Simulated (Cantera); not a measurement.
Charge: 1 mol C2H5OH, 0.01 mol O2, 1.6 mol H2, at 56.0 mbar.

Equilibrium computed with Cantera from the NASA thermochemical tables; the gas is ideal and each condensed phase is pure. Candidate condensed phases: C, C6H6, C7H8, C8H18, H2O; 110 gas species. Equilibrium is a limit: real reactors are often held back by kinetics, nucleation or transport.

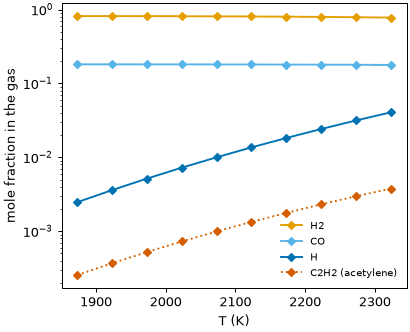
Figure: Equilibrium gas composition (values under 1e-9 drawn at 1e-9)

From 1873 K to 2323 K the condensed part is C(graphite). The main C-bearing gas is CO throughout. The share of C in condensed phases is highest at 1873 K (48.9 %) and lowest at 2323 K (46.8 %).
